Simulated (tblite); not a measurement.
**Run report: C₄H₇F₃Ge (charge −1), geometry relaxation (part 2 of 2)**

C₄H₇F₃Ge, charge −1, multiplicity 2; GFN2-xTB geometry optimisation, gas phase (tblite 0.8.0). It belongs to a series of runs on one base structure; here: electron added.

Geometry of the input (Å):
```
F  2.9522  -0.5236  2.1536
C  2.5550  -0.5616  0.8180
C  1.1972  0.0676  0.6741
C  0.6612  -0.1008  -0.7557
Ge -1.1490  0.5971  -0.8659
C  -2.3365  -0.4003  0.3014
F  -1.9229  -0.2362  1.6104
F  -2.2850  -1.7346  -0.0264
H  3.3144  -0.0328  0.2090
H  1.2354  1.1495  0.9362
H  1.3084  0.4301  -1.4702
H  0.6346  -1.1901  -1.0087
H  -1.1552  2.0951  -0.4543
H  -1.6430  0.4611  -2.3367
H  -3.3713  -0.0125  0.1933
```

Trajectory as extended XYZ, continued:
```
15
Properties=species:S:1:pos:R:3:forces:R:3 step=73 energy=-772.76879
F     2.5554   -0.2779    2.4137   -0.0130   0.0080  -0.0020
C     2.2282   -0.5371    1.1054    0.0080   0.0070  -0.0120
C     1.8375    0.4529    0.2725   -0.0020   0.0440   0.0550
C     1.4804    0.2906   -1.0680   -0.0450  -0.0140   0.0100
Ge   -1.1967    0.2258   -1.1533   -0.0030  -0.0020  -0.0150
C    -2.3888   -0.4859    0.3998    0.0010   0.0150   0.0190
F    -1.7863   -0.3861    1.6294    0.0170  -0.0270   0.0030
F    -2.6937   -1.8274    0.2726    0.0140  -0.0040  -0.0110
H     2.3329   -1.5812    0.8671    0.0070  -0.0330  -0.0140
H     1.7499    1.4442    0.6994    0.0410   0.0000  -0.0040
H     1.4789    1.1570   -1.7065   -0.0140   0.0150  -0.0020
H     1.7028   -0.6456   -1.5545   -0.0070  -0.0260   0.0060
H    -1.3838    1.7201   -0.5914    0.0050   0.0170  -0.0180
H    -2.5683    0.4264   -2.0994    0.0010  -0.0090  -0.0070
H    -3.3529    0.0322    0.4914   -0.0090   0.0080  -0.0080
15
Properties=species:S:1:pos:R:3:forces:R:3 step=83 energy=-772.77232
F     2.5779   -0.2868    2.4111    0.0090  -0.0030  -0.0030
C     2.2294   -0.5343    1.1060   -0.0010   0.0010  -0.0250
C     1.8351    0.4645    0.2851    0.0150  -0.0220   0.0350
C     1.4407    0.2931   -1.0468    0.0120   0.0030   0.0010
Ge   -1.1891    0.2266   -1.1640   -0.0270   0.0150  -0.0080
C    -2.3718   -0.4871    0.3962   -0.0070   0.0150  -0.0020
F    -1.7687   -0.4025    1.6264    0.0110  -0.0280  -0.0130
F    -2.6890   -1.8251    0.2565    0.0220   0.0210   0.0000
H     2.3157   -1.5802    0.8574   -0.0150   0.0450   0.0220
H     1.7838    1.4603    0.7082   -0.0010  -0.0250  -0.0060
H     1.4564    1.1509   -1.6984    0.0040   0.0010   0.0100
H     1.6583   -0.6515   -1.5211   -0.0040  -0.0040  -0.0090
H    -1.3817    1.7280   -0.6152   -0.0010  -0.0120  -0.0190
H    -2.5709    0.4119   -2.1117   -0.0050  -0.0070   0.0070
H    -3.3306    0.0403    0.4884   -0.0120  -0.0010   0.0100
15
Properties=species:S:1:pos:R:3:forces:R:3 step=94 energy=-772.77505
F     2.5977   -0.2898    2.4153   -0.0060  -0.0070  -0.0150
C     2.2174   -0.5359    1.1187   -0.0100   0.0130  -0.0160
C     1.8460    0.4681    0.2940    0.0030  -0.0360  -0.0050
C     1.4382    0.3011   -1.0345   -0.0060   0.0020   0.0070
Ge   -1.2038    0.2314   -1.1854    0.0110   0.0410   0.0160
C    -2.3559   -0.4823    0.3943   -0.0060   0.0000   0.0100
F    -1.7253   -0.4355    1.6130    0.0180  -0.0120  -0.0160
F    -2.6799   -1.8154    0.2252    0.0060   0.0020   0.0060
H     2.2508   -1.5850    0.8778    0.0120  -0.0040   0.0290
H     1.8342    1.4680    0.7086   -0.0080  -0.0010   0.0010
H     1.4572    1.1627   -1.6802    0.0010  -0.0070  -0.0170
H     1.6322   -0.6456   -1.5157    0.0080   0.0190   0.0210
H    -1.4036    1.7443   -0.6703   -0.0130  -0.0110  -0.0010
H    -2.5974    0.3796   -2.1090   -0.0140  -0.0080  -0.0100
H    -3.3122    0.0423    0.5263    0.0040   0.0100  -0.0090
15
Properties=species:S:1:pos:R:3:forces:R:3 step=104 energy=-772.77672
F     2.6146   -0.2842    2.4142   -0.0130  -0.0020   0.0130
C     2.2142   -0.5405    1.1254   -0.0130   0.0230   0.0100
C     1.8413    0.4628    0.3008    0.0200  -0.0110   0.0050
C     1.4260    0.2993   -1.0262    0.0090  -0.0060   0.0060
Ge   -1.2139    0.2584   -1.2000    0.0070   0.0100  -0.0030
C    -2.3363   -0.4779    0.3886    0.0010  -0.0040   0.0080
F    -1.6822   -0.4608    1.5957    0.0100   0.0130  -0.0070
F    -2.6712   -1.8056    0.2019    0.0010  -0.0040  -0.0120
H     2.2340   -1.5933    0.9022    0.0090  -0.0080  -0.0150
H     1.8434    1.4626    0.7168   -0.0100  -0.0020  -0.0130
H     1.4625    1.1573   -1.6766   -0.0050   0.0000   0.0000
H     1.6206   -0.6496   -1.5021   -0.0180   0.0010  -0.0020
H    -1.4470    1.7730   -0.6967   -0.0070  -0.0220   0.0030
H    -2.6233    0.3564   -2.1118   -0.0050   0.0060  -0.0020
H    -3.2872    0.0500    0.5460    0.0130   0.0050   0.0090
15
Properties=species:S:1:pos:R:3:forces:R:3 step=115 energy=-772.77795
F     2.5997   -0.2832    2.4263   -0.0070   0.0030   0.0060
C     2.2070   -0.5415    1.1358    0.0010  -0.0030   0.0010
C     1.8391    0.4589    0.3055   -0.0150   0.0050   0.0090
C     1.4222    0.2928   -1.0202   -0.0130   0.0050   0.0030
Ge   -1.2229    0.2793   -1.2169   -0.0030   0.0050  -0.0080
C    -2.3129   -0.4730    0.3811    0.0090  -0.0090  -0.0040
F    -1.6298   -0.4744    1.5720    0.0030   0.0090   0.0080
F    -2.6574   -1.7964    0.1836   -0.0060  -0.0110  -0.0010
H     2.2388   -1.5941    0.9110   -0.0070   0.0040  -0.0050
H     1.8385    1.4612    0.7165    0.0020  -0.0150  -0.0080
H     1.4659    1.1484   -1.6731    0.0010  -0.0050  -0.0120
H     1.5935   -0.6621   -1.4925    0.0140   0.0070   0.0020
H    -1.4843    1.7858   -0.7049    0.0100  -0.0010  -0.0060
H    -2.6448    0.3486   -2.1135    0.0030   0.0100   0.0030
H    -3.2570    0.0577    0.5673    0.0090  -0.0050   0.0130
15
Properties=species:S:1:pos:R:3:forces:R:3 step=125 energy=-772.78056
F     2.5192   -0.2788    2.4456    0.0040   0.0000  -0.0110
C     2.1489   -0.5372    1.1492    0.0130   0.0020  -0.0030
C     1.8043    0.4598    0.3079   -0.1070   0.0860  -0.0160
C     1.3937    0.2860   -1.0222    0.0440  -0.0160   0.0070
Ge   -1.2240    0.2874   -1.2614   -0.0120   0.0560   0.0320
C    -2.2433   -0.4829    0.3734    0.0240   0.0420   0.0710
F    -1.4941   -0.5043    1.5254   -0.0130   0.0060  -0.0190
F    -2.6146   -1.8004    0.1870   -0.0160   0.0180  -0.0210
H     2.1775   -1.5888    0.9234   -0.0010  -0.0370   0.0130
H     1.7986    1.4647    0.7137    0.0030  -0.0240  -0.0150
H     1.4571    1.1332   -1.6857    0.0230  -0.0020   0.0240
H     1.5928   -0.6705   -1.4815   -0.0290  -0.0060  -0.0170
H    -1.4680    1.7941   -0.7245    0.0400  -0.0440  -0.0040
H    -2.6857    0.3828   -2.0933   -0.0110  -0.0210  -0.0210
H    -3.1668    0.0629    0.6209    0.0380  -0.0590  -0.0210
15
Properties=species:S:1:pos:R:3:forces:R:3 step=136 energy=-772.79106
F     2.3391   -0.2556    2.4676   -0.0110   0.0150  -0.0050
C     2.0173   -0.5216    1.1599   -0.0150   0.0000   0.0180
C     1.6590    0.4585    0.3090    0.0230  -0.0020   0.0010
C     1.3105    0.2569   -1.0405   -0.0220   0.0170  -0.0120
Ge   -1.1948    0.3199   -1.3206    0.0070  -0.0130  -0.0060
C    -2.0665   -0.4837    0.3746    0.0090  -0.0120  -0.0240
F    -1.2290   -0.5614    1.4572   -0.0100  -0.0110   0.0130
F    -2.4733   -1.7886    0.1612    0.0050  -0.0020   0.0100
H     2.0766   -1.5746    0.9405    0.0070   0.0020   0.0010
H     1.6084    1.4672    0.6975    0.0160  -0.0030   0.0160
H     1.4532    1.0908   -1.7106    0.0200  -0.0020   0.0030
H     1.5561   -0.7050   -1.4664   -0.0120  -0.0140  -0.0230
H    -1.3473    1.8068   -0.7348   -0.0060   0.0160  -0.0010
H    -2.7519    0.4445   -2.0334   -0.0140   0.0040   0.0190
H    -2.9619    0.0537    0.7169    0.0030   0.0060  -0.0100
15
Properties=species:S:1:pos:R:3:forces:R:3 step=146 energy=-772.79258
F     2.3066   -0.2451    2.4705    0.0020   0.0000   0.0010
C     1.9920   -0.5227    1.1637   -0.0010   0.0050  -0.0030
C     1.6588    0.4574    0.3032    0.0020   0.0030   0.0040
C     1.3079    0.2639   -1.0480    0.0000   0.0030   0.0000
Ge   -1.1896    0.3240   -1.3251   -0.0060   0.0000   0.0030
C    -2.0427   -0.4889    0.3751    0.0020  -0.0040  -0.0040
F    -1.2079   -0.5796    1.4589   -0.0010  -0.0010   0.0000
F    -2.4605   -1.7896    0.1576    0.0050   0.0050  -0.0030
H     2.0425   -1.5784    0.9557   -0.0050   0.0010   0.0000
H     1.6262    1.4666    0.6937    0.0030   0.0010  -0.0080
H     1.4682    1.0991   -1.7132    0.0030  -0.0070   0.0010
H     1.5419   -0.6985   -1.4808    0.0030  -0.0060   0.0040
H    -1.3501    1.8131   -0.7418   -0.0020   0.0020   0.0060
H    -2.7648    0.4307   -2.0101   -0.0010   0.0040   0.0040
H    -2.9330    0.0561    0.7187   -0.0040  -0.0050  -0.0040
```

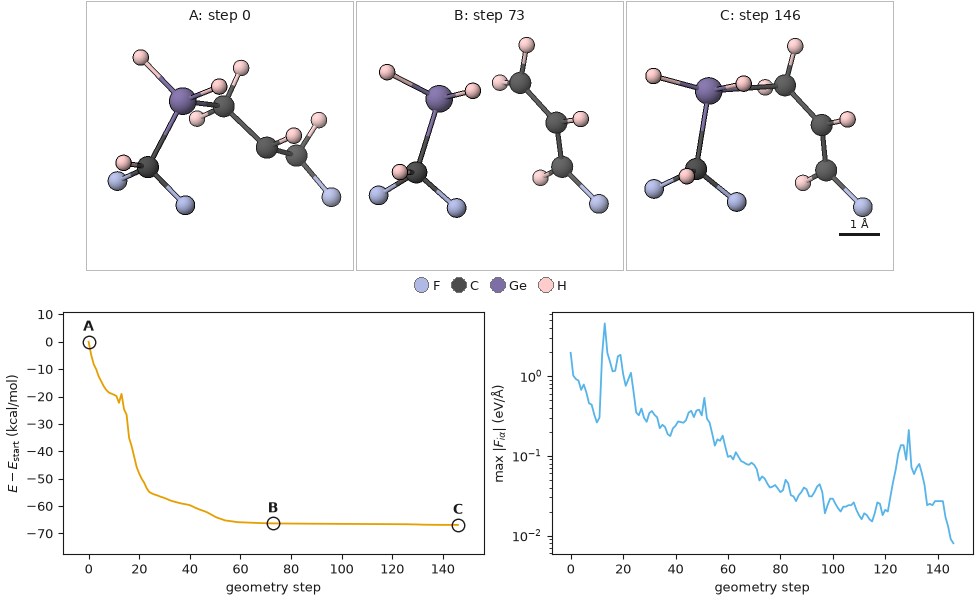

Figure 1. Frames of the relaxation (ball-and-stick view, seen at a tilt) above the curves, on which the letters mark them (steps are counted from 0).

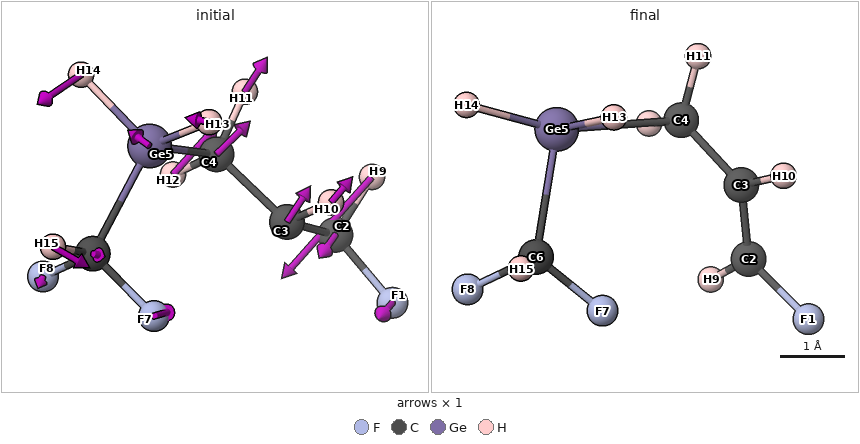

Figure 2. Before (left) and after (right) the relaxation, at one scale (ball-and-stick view, seen at a tilt). The pink arrows give the displacements, at true length. After 146 geometry steps the energy has fallen by 66.9 kcal/mol. Largest force component: 2 eV/Å at the start, 0.008 eV/Å at the end. The largest move after the best rigid fit is that of H9, 2.15 Å. By element the largest moves are H 2.15 Å, F 0.81 Å, C 0.80 Å, Ge 0.53 Å. Among the contacts that change: C4–Ge5 1.943 → 2.514 Å, Ge5–H14 1.557 → 1.721 Å, C2–C3 1.503 → 1.346 Å, Ge5–C6 1.941 → 2.069 Å. Bonds break: C4–Ge5 (1.94 → 2.51 Å). Among the angles that change: C4–Ge5–H14 108.5° → 162.7°, C6–Ge5–H14 109.2° → 88.5°, H13–Ge5–H14 109.5° → 89.7°. (Atoms are counted from 1 in the order of the input.)

Results in brief:

```json
{"quantity": "outcome", "value": "converged"}
{"quantity": "total energy", "value": "−772.7926 eV"}
{"quantity": "wall time", "value": "1.5 s"}
{"quantity": "peak memory", "value": "0.18 GiB"}
```
